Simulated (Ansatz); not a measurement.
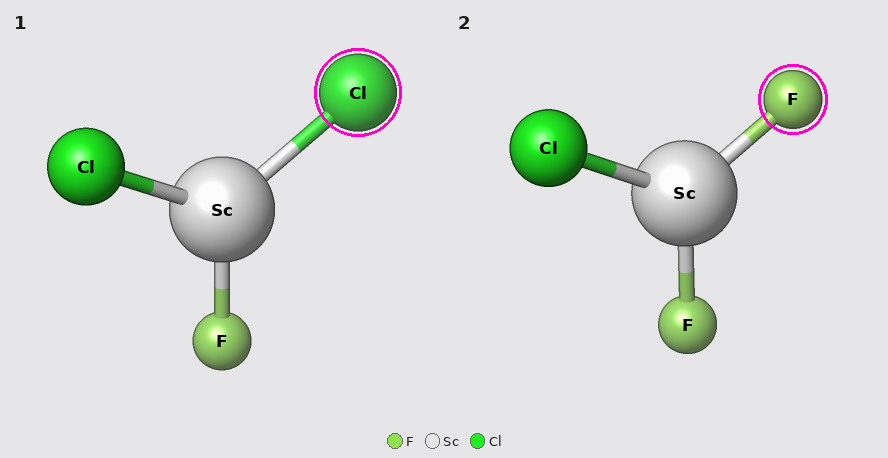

2 molecules with one skeleton, seen from the same side and at one scale; the atom that differs is circled. Each species is neutral and a spin singlet. Computed geometries: PBE0-D4/def2-TZVP optimisations, one conformation each. Properties computed with Ansatz 0.2.0.

One atom differs, called X below: Cl in panel 1, F in panel 2. Their formulas are ScCl2F (`[F][Sc]([Cl])[Cl]`), ScClF2 (`[F][Sc]([F])[Cl]`).

Question: In which is the dipole moment larger (ωB97M-V/def2-TZVPP)?

Answer: In panel 2 (X = F).

Question: In which is the length of X–Sc larger (PBE0-D4/def2-TZVP)?

Answer: In panel 1 (X = Cl).

Give the values. With PBE0-D4/def2-TZVP: length of X–Sc (Å), angle F–Sc–X (°). With ωB97M-V/def2-TZVPP: dipole moment (D), HOMO energy (Kohn–Sham orbital) (eV), HOMO–LUMO gap (eV).

| quantity | 1 (Cl) | 2 (F) | 2 − 1 |
| --- | --- | --- | --- |
| length of X–Sc (Å) | 2.282 | 1.825 | −0.457 |
| angle F–Sc–X (°) | 119.0 | 117.7 | −1.3 |
| dipole moment (D) | 0.40 | 0.50 | +0.10 |
| HOMO energy (Kohn–Sham orbital) (eV) | −11.57 | −11.60 | −0.03 |
| HOMO–LUMO gap (eV) | 10.25 | 10.42 | +0.17 |
